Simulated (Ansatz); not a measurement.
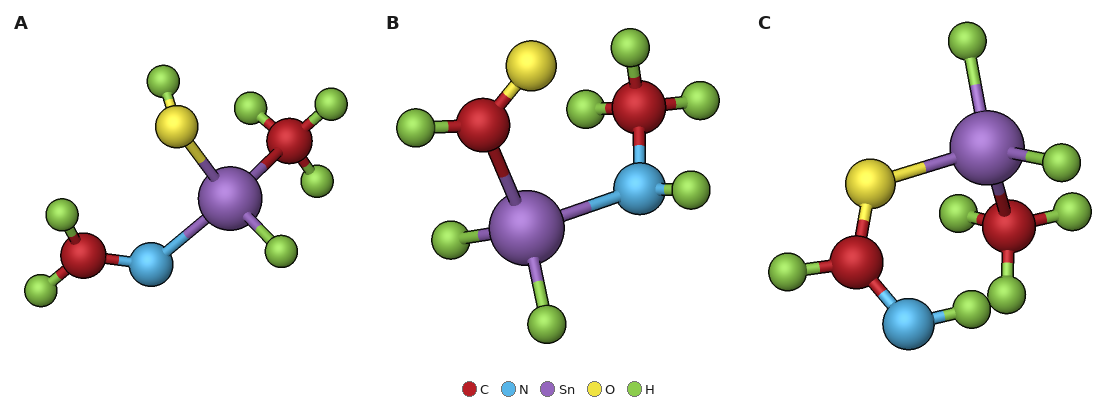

(Drawn from a calculation with Ansatz.)

Question: Which panel belongs to which SMILES?
(1) C=[N][Sn@@H]([CH3])[OH]
(2) C[NH][SnH2][CH]=O
(3) [H]/N=C\[O][SnH2][CH3]

Answer: A is (1), B is (2), C is (3).
